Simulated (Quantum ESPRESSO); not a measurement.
# Al(111), stepped through the number of layers, part 2 of 7

What law, if any, do the results for Al(111) follow against the number of layers?

Quantum ESPRESSO 7.5; plane-wave DFT, PBE, GBRV ultrasoft pseudopotentials.

So far. Step 2 (Relaxing cell and ions of the reference):  The last row is no step: it is a fresh SCF in the final cell with a new plane-wave basis, +0 meV from the row before. The relaxed cell has a = 4.040 Å (conventional setting).

## 3. SCF with pw.x of the reference

A bulk run at that cell gives the reference energy and levels.

Contents of ref.bulk.in:

```
&control
  prefix = 'ref.bulk'
  outdir = './out'
  pseudo_dir = './pseudo'
  calculation = 'scf'
  tprnfor = .true.
/
&system
  ibrav = 0
  nat = 1
  ntyp = 1
  ecutwfc = 40
  ecutrho = 200
  occupations = 'smearing'
  smearing = 'mv'
  degauss = 0.02
/
&electrons
  conv_thr = 1e-09
  mixing_beta = 0.4
  electron_maxstep = 120
/
ATOMIC_SPECIES
  Al  26.9815  al_pbe_v1.uspp.F.UPF
CELL_PARAMETERS angstrom
  0.00000000000000 2.01977479900000 2.01977479900000
  2.01977479900000 0.00000000000000 2.01977479900000
  2.01977479900000 2.01977479900000 0.00000000000000
ATOMIC_POSITIONS crystal
  Al  0.000000000000 0.000000000000 0.000000000000
K_POINTS automatic
  17 17 17 0 0 0
```

Launch:

```
> OMP_NUM_THREADS=1 mpirun -n 4 pw.x -nk 4 -in ref.bulk.in > ref.bulk.out
```

Log:

```text
[banner, memory and clock lines left out]
Program PWSCF v.7.5 starts
[citation notice left out]

[...]
Message from routine setup:
[...]
bravais-lattice index     =            0
     lattice parameter (alat)  =       5.3978  a.u.
     unit-cell volume          =     111.2078 (a.u.)^3
     number of atoms/cell      =            1
     number of atomic types    =            1
     number of electrons       =         3.00
     number of Kohn-Sham states=            6
     kinetic-energy cutoff     =      40.0000  Ry
     charge density cutoff     =     200.0000  Ry
     scf convergence threshold =      1.0E-09
     mixing beta               =       0.4000
     number of iterations used =            8  plain     mixing
     Exchange-correlation= SLA  PW   PBE  PBE
                           (   1   4   3   4   0   0   0)

[...]
PseudoPot. # 1 for Al read from file:
     ./pseudo/al_pbe_v1.uspp.F.UPF
     Pseudo is Ultrasoft + core correction, Zval =  3.0
     Generated by new atomic code, or converted to UPF format
     Using radial grid of  893 points,  3 beta functions with:
                l(1) =   0
                l(2) =   1
                l(3) =   2
     Q(r) pseudized with  8 coefficients,  rinner =    0.900   0.900   0.900
                                                       0.900   0.900

     atomic species   valence    mass     pseudopotential
     Al                3.00    26.98150     Al( 1.00)

     48 Sym. Ops., with inversion, found

[...]
number of k points=   165  Marzari-Vanderbilt smearing, width (Ry)=  0.0200

     Number of k-points >= 100: set verbosity='high' to print them.

     Dense  grid:     5209 G-vectors     FFT dimensions: (  25,  25,  25)

     Smooth grid:     3839 G-vectors     FFT dimensions: (  24,  24,  24)

     Initial potential from superposition of free atoms

     starting charge       2.9975, renormalised to       3.0000
     Starting wfcs are    4 randomized atomic wfcs +    2 random wfcs

     per-process dynamical memory:     9.1 Mb

     Self-consistent Calculation

     iteration #  1     ecut=    40.00 Ry     beta= 0.40
     Davidson diagonalization with overlap
     ethr =  1.00E-02,  avg # of iterations =  5.6

     Threshold (ethr) on eigenvalues was too large:
     Diagonalizing with lowered threshold

     Davidson diagonalization with overlap
     ethr =  2.07E-04,  avg # of iterations =  2.0

     total energy              =      -6.70847423 Ry
     estimated scf accuracy    <       0.00619482 Ry

     iteration #  2     ecut=    40.00 Ry     beta= 0.40
[...]
total energy              =      -6.70783293 Ry
     estimated scf accuracy    <       0.00200291 Ry

     iteration #  3     ecut=    40.00 Ry     beta= 0.40
[...]
total energy              =      -6.70790517 Ry
     estimated scf accuracy    <       0.00000515 Ry

     iteration #  4     ecut=    40.00 Ry     beta= 0.40
[...]
c_bands:  1 eigenvalues not converged
     c_bands:  1 eigenvalues not converged
[...]
total energy              =      -6.70790602 Ry
     estimated scf accuracy    <       0.00000007 Ry

     iteration #  5     ecut=    40.00 Ry     beta= 0.40
[...]
total energy              =      -6.70790603 Ry
     estimated scf accuracy    <          2.8E-09 Ry

     iteration #  6     ecut=    40.00 Ry     beta= 0.40
[...]
End of self-consistent calculation

     Number of k-points >= 100: set verbosity='high' to print the bands.

     the Fermi energy is     7.9082 ev

!    total energy              =      -6.70790603 Ry
     estimated scf accuracy    <          5.8E-11 Ry
     smearing contrib. (-TS)   =       0.00011863 Ry
     internal energy E=F+TS    =      -6.70802466 Ry

     The total energy is F=E-TS. E is the sum of the following terms:
     one-electron contribution =       2.98313788 Ry
     hartree contribution      =       0.00840648 Ry
     xc contribution           =      -4.29405526 Ry
     ewald contribution        =      -5.40551376 Ry

     convergence has been achieved in   6 iterations

     Forces acting on atoms (cartesian axes, Ry/au):

     atom    1 type  1   force =     0.00000000    0.00000000    0.00000000

     Total force =     0.000000     Total SCF correction =     0.000000

[...]
```

The job ended after 2.4 s (4 MPI ranks of Arm Neoverse V1, shared host; peak memory 0.18 GiB).

Read from the output:

```
free energy : -91.2657 eV
```

## 4. Relaxation with pw.x, 4 layers

What the set-up leaves free in this member is relaxed.

System of this step: Al(111), 4 layers. The cell holds 4 atoms: 4 Al. Cell: a = 2.856 Å, b = 2.856 Å, c = 22.955 Å, α = 90.0°, β = 90.0°, γ = 60.0°. It derives from Al. Vacuum lies along c.

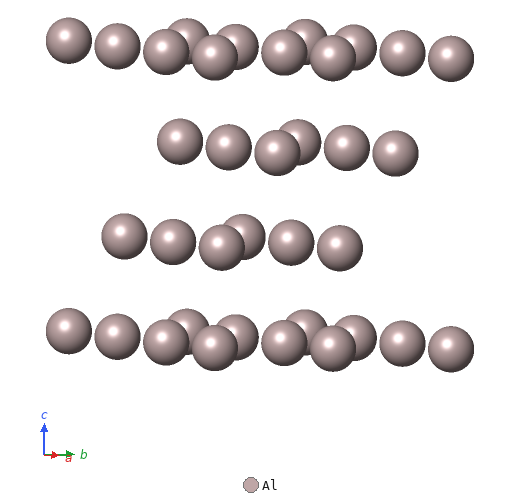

The cell of this step (aluminium light grey). 3×2×1 cells are drawn. Some periodic images of atoms are drawn too.

Contents of m0.relax.in:

```
&control
  prefix = 'm0.relax'
  outdir = './out'
  pseudo_dir = './pseudo'
  nstep = 40
  forc_conv_thr = 0.001
  calculation = 'relax'
/
&system
  ibrav = 0
  nat = 4
  ntyp = 1
  ecutwfc = 40
  ecutrho = 200
  occupations = 'smearing'
  smearing = 'mv'
  degauss = 0.02
/
&electrons
  conv_thr = 1e-08
  mixing_beta = 0.4
  electron_maxstep = 120
  mixing_mode = 'local-TF'
/
&ions
/
ATOMIC_SPECIES
  Al  26.9815  al_pbe_v1.uspp.F.UPF
CELL_PARAMETERS angstrom
  2.85639291368519 0.00000000000000 0.00000000000000
  1.42819645684260 2.47370882644123 0.00000000000000
  0.00000000000000 0.00000000000000 22.95541960466500
ATOMIC_POSITIONS crystal
  Al  0.000000000000 0.000000000000 0.347602325204
  Al  0.333333333300 0.333333333300 0.449200775068
  Al  0.666666666700 0.666666666700 0.550799224932
  Al  0.000000000000 0.000000000000 0.652397674796
K_POINTS automatic
  12 12 1 0 0 0
```

Launch:

```
> OMP_NUM_THREADS=1 mpirun -n 4 pw.x -nk 4 -in m0.relax.in > m0.relax.out
```

Log:

```text
[banner, memory and clock lines left out]
Program PWSCF v.7.5 starts

          URL

     Message from routine setup:
     using ibrav=0 with symmetry is DISCOURAGED, use correct ibrav instead

     G-vector sticks info

     bravais-lattice index     =            0
     lattice parameter (alat)  =       5.3978  a.u.
     unit-cell volume          =    1094.5822 (a.u.)^3
     number of atoms/cell      =            4
     number of atomic types    =            1
     number of electrons       =        12.00
     number of Kohn-Sham states=           10
     kinetic-energy cutoff     =      40.0000  Ry
     charge density cutoff     =     200.0000  Ry
     scf convergence threshold =      1.0E-08
     mixing beta               =       0.4000
     number of iterations used =            8  local-TF  mixing
     energy convergence thresh.=      1.0E-04
     force convergence thresh. =      1.0E-03
     Exchange-correlation= SLA  PW   PBE  PBE
                           (   1   4   3   4   0   0   0)
     nstep                     =           40

     celldm(1)=   5.397800  celldm(2)=   0.000000  celldm(3)=   0.000000
     celldm(4)=   0.000000  celldm(5)=   0.000000  celldm(6)=   0.000000

     crystal axes: (cart. coord. in units of alat)
               a(1) = (   1.000000   0.000000   0.000000 )
               a(2) = (   0.500000   0.866025   0.000000 )
               a(3) = (   0.000000   0.000000   8.036506 )

     reciprocal axes: (cart. coord. in units 2 pi/alat)
               b(1) = (  1.000000 -0.577350  0.000000 )
               b(2) = (  0.000000  1.154701  0.000000 )
               b(3) = (  0.000000  0.000000  0.124432 )

     PseudoPot. # 1 for Al read from file:
     ./pseudo/al_pbe_v1.uspp.F.UPF
     Pseudo is Ultrasoft + core correction, Zval =  3.0
     Generated by new atomic code, or converted to UPF format
     Using radial grid of  893 points,  3 beta functions with:
                l(1) =   0
                l(2) =   1
                l(3) =   2
     Q(r) pseudized with  8 coefficients,  rinner =    0.900   0.900   0.900
                                                       0.900   0.900

     atomic species   valence    mass     pseudopotential
     Al                3.00    26.98150     Al( 1.00)

     12 Sym. Ops., with inversion, found

   Cartesian axes

     site n.     atom                  positions (alat units)
         1        Al     tau(   1) = (   0.0000000   0.0000000   2.7935083  )
         2        Al     tau(   2) = (   0.5000000   0.2886751   3.6100049  )
         3        Al     tau(   3) = (   1.0000000   0.5773503   4.4265014  )
         4        Al     tau(   4) = (   0.0000000   0.0000000   5.2429980  )

     number of k points=    19  Marzari-Vanderbilt smearing, width (Ry)=  0.0200
                       cart. coord. in units 2pi/alat
        k(    1) = (   0.0000000   0.0000000   0.0000000), wk =   0.0138889
        k(    2) = (   0.0000000   0.0962250   0.0000000), wk =   0.0833333
        k(    3) = (   0.0000000   0.1924501   0.0000000), wk =   0.0833333
        k(    4) = (   0.0000000   0.2886751   0.0000000), wk =   0.0833333
        k(    5) = (   0.0000000   0.3849002   0.0000000), wk =   0.0833333
        k(    6) = (   0.0000000   0.4811252   0.0000000), wk =   0.0833333
        k(    7) = (   0.0000000  -0.5773503   0.0000000), wk =   0.0416667
        k(    8) = (   0.0833333   0.1443376   0.0000000), wk =   0.0833333
        k(    9) = (   0.0833333   0.2405626   0.0000000), wk =   0.1666667
        k(   10) = (   0.0833333   0.3367877   0.0000000), wk =   0.1666667
        k(   11) = (   0.0833333   0.4330127   0.0000000), wk =   0.1666667
        k(   12) = (   0.0833333  -0.6254628   0.0000000), wk =   0.1666667
        k(   13) = (   0.1666667   0.2886751   0.0000000), wk =   0.0833333
        k(   14) = (   0.1666667   0.3849002   0.0000000), wk =   0.1666667
        k(   15) = (   0.1666667  -0.6735753   0.0000000), wk =   0.1666667
        k(   16) = (   0.1666667  -0.5773503   0.0000000), wk =   0.0833333
        k(   17) = (   0.2500000  -0.7216878   0.0000000), wk =   0.0833333
        k(   18) = (   0.2500000  -0.6254628   0.0000000), wk =   0.1666667
        k(   19) = (   0.3333333  -0.5773503   0.0000000), wk =   0.0277778

     Dense  grid:    52095 G-vectors     FFT dimensions: (  25,  25, 200)

     Smooth grid:    37315 G-vectors     FFT dimensions: (  24,  24, 180)

     Initial potential from superposition of free atoms

     starting charge      11.9901, renormalised to      12.0000

     negative rho (up, down):  1.412E-04 0.000E+00
     Starting wfcs are   16 randomized atomic wfcs

     per-process dynamical memory:    34.5 Mb

     Self-consistent Calculation

     iteration #  1     ecut=    40.00 Ry     beta= 0.40
     Davidson diagonalization with overlap
     ethr =  1.00E-02,  avg # of iterations =  4.0

     negative rho (up, down):  2.719E-06 0.000E+00

     total energy              =     -26.79662760 Ry
     estimated scf accuracy    <       0.26916403 Ry

     iteration #  2     ecut=    40.00 Ry     beta= 0.40
     Davidson diagonalization with overlap
     ethr =  2.24E-03,  avg # of iterations =  1.0

     negative rho (up, down):  1.619E-03 0.000E+00

     total energy              =     -26.75525368 Ry
     estimated scf accuracy    <       0.17730913 Ry

     iteration #  3     ecut=    40.00 Ry     beta= 0.40
     Davidson diagonalization with overlap
     ethr =  1.48E-03,  avg # of iterations =  2.4

     total energy              =     -26.77451483 Ry
     estimated scf accuracy    <       0.02261588 Ry

     iteration #  4     ecut=    40.00 Ry     beta= 0.40
     Davidson diagonalization with overlap
     ethr =  1.88E-04,  avg # of iterations =  3.4

     negative rho (up, down):  3.278E-04 0.000E+00

     total energy              =     -26.77546089 Ry
     estimated scf accuracy    <       0.02387039 Ry

     iteration #  5     ecut=    40.00 Ry     beta= 0.40
     Davidson diagonalization with overlap
     ethr =  1.88E-04,  avg # of iterations =  1.9

     negative rho (up, down):  8.147E-06 0.000E+00

     total energy              =     -26.77655231 Ry
     estimated scf accuracy    <       0.00826277 Ry

     iteration #  6     ecut=    40.00 Ry     beta= 0.40
     Davidson diagonalization with overlap
     ethr =  6.89E-05,  avg # of iterations =  1.5

     negative rho (up, down):  1.572E-03 0.000E+00

     total energy              =     -26.77451607 Ry
     estimated scf accuracy    <       0.00732186 Ry

     iteration #  7     ecut=    40.00 Ry     beta= 0.40
[...]
Al              -0.0000000000        0.0000000000        0.3480292744
Al               0.3333333333        0.3333333333        0.4500731050
Al               0.6666666667        0.6666666667        0.5499268950
Al               0.0000000000       -0.0000000000        0.6519707256

     XML data file
     NEW-OLD atomic charge density approx. for the potential

     negative rho (up, down):  1.557E-04 0.000E+00

     per-process dynamical memory:    48.8 Mb

     Self-consistent Calculation

     iteration #  1     ecut=    40.00 Ry     beta= 0.40
     Davidson diagonalization with overlap
     ethr =  1.00E-06,  avg # of iterations =  2.0

     Threshold (ethr) on eigenvalues was too large:
     Diagonalizing with lowered threshold

     Davidson diagonalization with overlap
     ethr =  2.08E-08,  avg # of iterations =  3.4

     negative rho (up, down):  1.546E-04 0.000E+00

     total energy              =     -26.77587166 Ry
     estimated scf accuracy    <       0.00000699 Ry

     iteration #  2     ecut=    40.00 Ry     beta= 0.40
     Davidson diagonalization with overlap
     ethr =  5.82E-08,  avg # of iterations =  1.0

     negative rho (up, down):  1.518E-04 0.000E+00

     total energy              =     -26.77587121 Ry
     estimated scf accuracy    <       0.00000308 Ry

     iteration #  3     ecut=    40.00 Ry     beta= 0.40
     Davidson diagonalization with overlap
     ethr =  2.56E-08,  avg # of iterations =  1.5

     negative rho (up, down):  1.521E-04 0.000E+00

     total energy              =     -26.77587150 Ry
     estimated scf accuracy    <       0.00000005 Ry

     iteration #  4     ecut=    40.00 Ry     beta= 0.40
     Davidson diagonalization with overlap
     ethr =  4.05E-10,  avg # of iterations =  2.3

     negative rho (up, down):  1.518E-04 0.000E+00

     total energy              =     -26.77587151 Ry
     estimated scf accuracy    <       0.00000016 Ry

     iteration #  5     ecut=    40.00 Ry     beta= 0.40
     Davidson diagonalization with overlap
     ethr =  4.05E-10,  avg # of iterations =  1.5

     negative rho (up, down):  1.529E-04 0.000E+00

     total energy              =     -26.77587151 Ry
     estimated scf accuracy    <          5.2E-09 Ry

     iteration #  6     ecut=    40.00 Ry     beta= 0.40
     Davidson diagonalization with overlap
     ethr =  4.35E-11,  avg # of iterations =  2.6

     negative rho (up, down):  1.543E-04 0.000E+00

     total energy              =     -26.77587151 Ry
     estimated scf accuracy    <          6.1E-09 Ry

     iteration #  7     ecut=    40.00 Ry     beta= 0.40
     Davidson diagonalization with overlap
     ethr =  4.35E-11,  avg # of iterations =  1.3

     negative rho (up, down):  1.555E-04 0.000E+00

     total energy              =     -26.77587151 Ry
     estimated scf accuracy    <          2.0E-10 Ry

     iteration #  8     ecut=    40.00 Ry     beta= 0.40
     Davidson diagonalization with overlap
     ethr =  1.68E-12,  avg # of iterations =  2.3

     negative rho (up, down):  1.559E-04 0.000E+00

     End of self-consistent calculation

          k = 0.0000 0.0000 0.0000 (  4767 PWs)   bands (ev):

    -9.9641  -8.8677  -7.2621  -4.9868  -2.5299   0.4075   2.9743   4.4497
     4.7796   6.1391

          k = 0.0000 0.0962 0.0000 (  4745 PWs)   bands (ev):

    -9.7964  -8.7007  -7.0964  -4.8220  -2.3711   0.5644   3.1305   4.6134
     4.9465   6.2993

          k = 0.0000 0.1925 0.0000 (  4723 PWs)   bands (ev):

    -9.2941  -8.2010  -6.6005  -4.3295  -1.8958   1.0287   3.5794   5.0798
     5.4317   6.1471

          k = 0.0000 0.2887 0.0000 (  4681 PWs)   bands (ev):

    -8.4605  -7.3716  -5.7784  -3.5161  -1.1089   1.7318   3.1588   4.2055
     4.4871   5.7045

          k = 0.0000 0.3849 0.0000 (  4682 PWs)   bands (ev):

    -7.3008  -6.2186  -4.6378  -2.4044  -0.1001   0.5301   1.5395   2.9612
     3.1265   5.1642

          k = 0.0000 0.4811 0.0000 (  4640 PWs)   bands (ev):

    -5.8233  -4.7521  -3.2024  -2.0106  -1.1775  -0.5266   0.7342   1.4668
     2.8946   4.3823

          k = 0.0000-0.5774 0.0000 (  4644 PWs)   bands (ev):

    -4.0691  -4.0149  -3.0264  -2.9795  -1.6675  -1.0605   0.8170   1.0010
     2.9993   3.3569

          k = 0.0833 0.1443 0.0000 (  4715 PWs)   bands (ev):

    -9.4614  -8.3674  -6.7656  -4.4933  -2.0540   0.8754   3.4361   4.9353
     5.2773   6.6016

          k = 0.0833 0.2406 0.0000 (  4701 PWs)   bands (ev):

    -8.7934  -7.7028  -6.1066  -3.8401  -1.4223   1.4784   3.9245   4.8380
     5.5539   5.7663

          k = 0.0833 0.3368 0.0000 (  4686 PWs)   bands (ev):

    -7.7967  -6.7115  -5.1248  -2.8740  -0.4897   1.7047   2.5376   3.0682
     4.3529   5.0345

          k = 0.0833 0.4330 0.0000 (  4663 PWs)   bands (ev):

    -6.4779  -5.4012  -3.8326  -1.6712  -0.6473   0.4155   0.8955   1.9627
     3.6349   4.1441

          k = 0.0833-0.6255 0.0000 (  4638 PWs)   bands (ev):

    -4.8476  -3.7883  -2.9262  -2.3366  -1.7813  -0.2825   0.2069   1.9591
     2.3830   4.2133

          k = 0.1667 0.2887 0.0000 (  4687 PWs)   bands (ev):

    -7.9624  -6.8762  -5.2877  -3.0327  -0.6400   2.1371   3.4278   3.7898
     4.5366   4.7190

          k = 0.1667 0.3849 0.0000 (  4660 PWs)   bands (ev):

    -6.8065  -5.7273  -4.1524  -1.9319   0.3533   0.9968   1.9948   2.6352
     3.3618   3.5508

          k = 0.1667-0.6736 0.0000 (  4664 PWs)   bands (ev):

    -5.3340  -4.2666  -2.7256  -1.5368  -0.7157  -0.0737   1.1642   1.8377
     2.3355   3.1572

          k = 0.1667-0.5774 0.0000 (  4650 PWs)   bands (ev):

    -3.5882  -3.5309  -2.5527  -2.4989  -1.2038  -0.5888   1.2006   1.2926
     2.3056   3.3190

          k = 0.2500-0.7217 0.0000 (  4679 PWs)   bands (ev):

    -5.4966  -4.4272  -2.8758  -0.7897   0.1582   0.3762   1.2388   1.4577
     1.9053   2.6531

          k = 0.2500-0.6255 0.0000 (  4660 PWs)   bands (ev):

    -3.8784  -2.8298  -1.9729  -1.4108  -0.8426  -0.1364   0.5939   0.7069
     1.6102   2.6580

          k = 0.3333-0.5774 0.0000 (  4656 PWs)   bands (ev):

    -2.1843  -2.0989  -2.0989  -1.1760  -1.1760  -1.0397   0.2550   0.2550
     1.2653   2.7686

     the Fermi energy is     0.8905 ev

!    total energy              =     -26.77587151 Ry
     estimated scf accuracy    <          1.5E-11 Ry
     smearing contrib. (-TS)   =       0.00014693 Ry
     internal energy E=F+TS    =     -26.77601845 Ry

     The total energy is F=E-TS. E is the sum of the following terms:
     one-electron contribution =    -173.63809499 Ry
     hartree contribution      =      89.72118474 Ry
     xc contribution           =     -17.01919688 Ry
     ewald contribution        =      74.16008869 Ry

     convergence has been achieved in   8 iterations

     negative rho (up, down):  1.559E-04 0.000E+00

     Forces acting on atoms (cartesian axes, Ry/au):

     atom    1 type  1   force =    -0.00000000   -0.00000000    0.00095925
     atom    2 type  1   force =     0.00000000    0.00000000   -0.00027151
     atom    3 type  1   force =     0.00000000    0.00000000    0.00027151
     atom    4 type  1   force =     0.00000000    0.00000000   -0.00095925

     Total force =     0.001410     Total SCF correction =     0.000002
     Energy error            =      1.2E-05 Ry
     Gradient error          =      9.6E-04 Ry/Bohr

     bfgs converged in  10 scf cycles and   9 bfgs steps
     (criteria: energy <  1.0E-04 Ry, force <  1.0E-03 Ry/Bohr)

     End of BFGS Geometry Optimization

     Final energy             =     -26.7758715139 Ry

     File ./out/m0.relax.bfgs deleted, as requested
Begin final coordinates

ATOMIC_POSITIONS (crystal)
Al              -0.0000000000        0.0000000000        0.3480292744
Al               0.3333333333        0.3333333333        0.4500731050
Al               0.6666666667        0.6666666667        0.5499268950
Al               0.0000000000       -0.0000000000        0.6519707256
End final coordinates

     XML data file, charge density, pseudopotentials, collected wavefunctions

                                        0.00s GPU  (    1347 calls)
```

Run time: 64 s. Hardware: 4 MPI ranks; peak memory 0.34 GiB.

(Continued in part 3 of 7.)

[Logs are printed without paths, hosts, clocks, repeated set-up lines and the standing remarks that a program may print on its own settings, such as how far it seeks lower states.]

[Hosts, paths, dates, database ids (printed as entryN), source tags and the programs' standing remarks are cut or masked in the printed files.]

[Maps of the electrostatic potential energy from Ansatz leave out the sawtooth potential of an applied field or a dipole correction, so their vacuum need not be flat; planar profiles and work functions include it.]
